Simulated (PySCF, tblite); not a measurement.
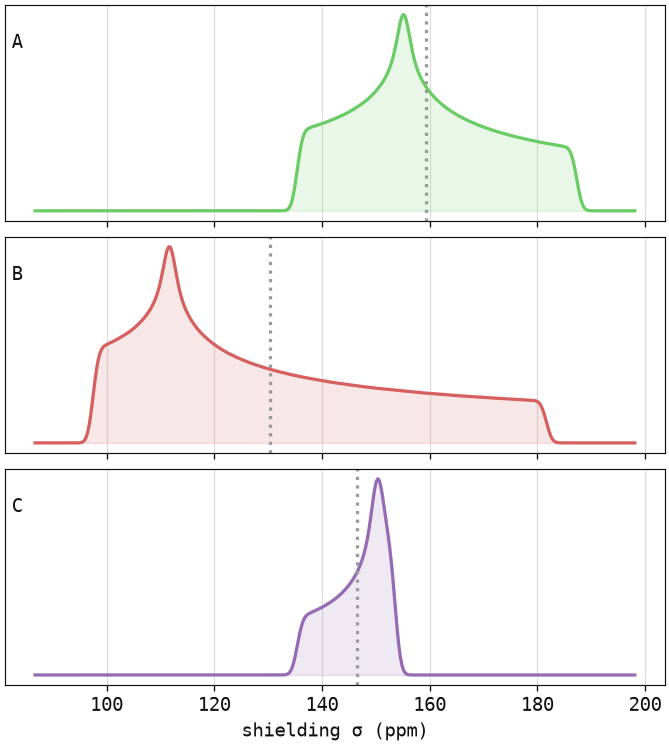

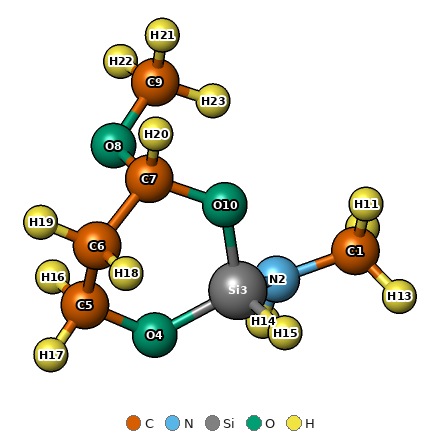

Static powder patterns (¹³C) from GIAO shielding tensors of C₅H₁₃NO₃Si, SMILES CN[Si@@H]1OCC[C@H](OC)O1, PBE0/pcSseg-1, PySCF, at a GFN2-xTB geometry (a minimum by its frequencies); absolute shielding, one fixed geometry of the isolated molecule without any motion, no dipolar terms. The dotted line is the isotropic value; skew is 3(σiso − σ22)/span.

**The panels belong to C1, C6 and C9. Which is which?**

panel A: C1, σ11, σ22, σ33 = 135, 155, 187 ppm, isotropic 159, span 52 ppm, skew 0.24; panel B: C9, σ11, σ22, σ33 = 97, 112, 182 ppm, isotropic 130, span 84 ppm, skew 0.66; panel C: C6, σ11, σ22, σ33 = 135, 150, 154 ppm, isotropic 146, span 18 ppm, skew −0.63.

Caveats: the tight-binding geometry is rougher than a DFT one and adds to the error; one conformer of a flexible molecule.
